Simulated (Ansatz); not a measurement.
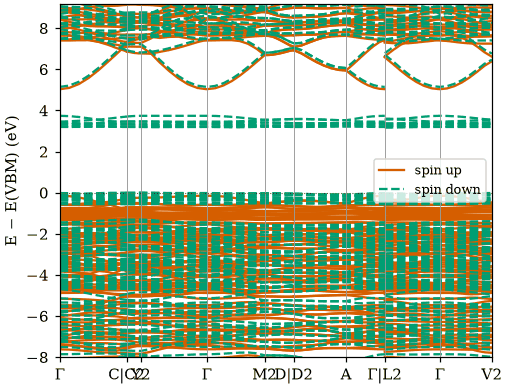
*Band structure from r²SCAN in the plane-wave PAW code Ansatz*

Question: Read off the gap and where the band edges lie.

Answer: About 3.2 eV (3.16 eV by a search for the band edges); maximum at Y2, minimum at L2.

Question: Pick the material that matches.
A) Na2CO3, C2/m (Pearson symbol mS24)
B) NiP2O6, C2/c (Pearson symbol mS72)
C) PdSe2O5, C2/c (Pearson symbol mS32)
D) Cd2P3I, C2/c (Cd on 8f, P on 4e, P on 8f, I on 4e)

Answer: B, NiP2O6, C2/c (Pearson symbol mS72)

The first step of the workflow began from a Materials Project structure, measured or hypothetical; the Crystallography Open Database copy checked does not list it. Its standing as an ambient phase is unchecked. The cell was relaxed with r²SCAN under the symmetry of its start; whether a distortion lowers the energy is not shown. Magnetic state: ferromagnetic, chosen from 2 collinear starts compared on coarse meshes (ties went to the first, and starts can fall back to one state), not a proven ground state. Other orbital occupations within this spin state were not tried. No Hubbard U is applied.

Potentials: the later of the program's two PAW sets.
